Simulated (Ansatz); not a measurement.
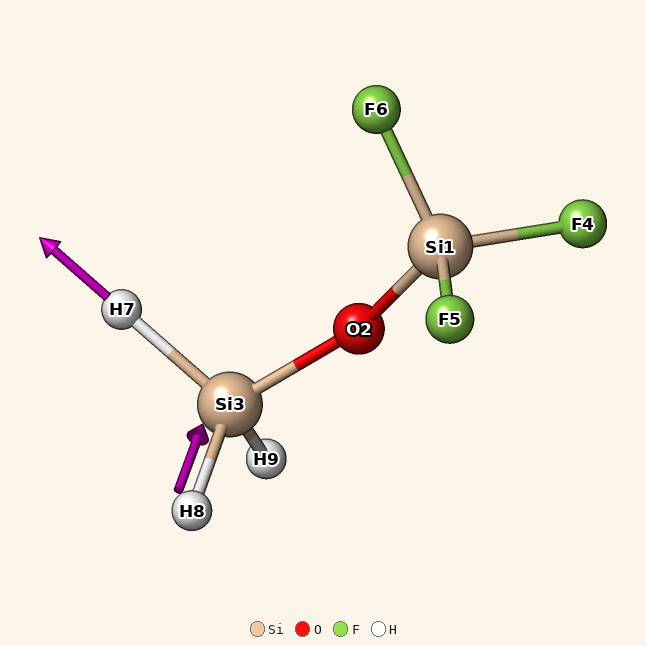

The arrows show one normal mode. Harmonic vibrations computed with RKS PBE0-D4/def2-TZVP (Ansatz 0.2.0) at a stationary point of the same level.

What kind of motion is it?

Mostly out-of-phase stretching of 2 Si–H bonds.

Estimate its harmonic wavenumber.

2253 cm⁻¹; it is mode 20 of 21 counted from the lowest.
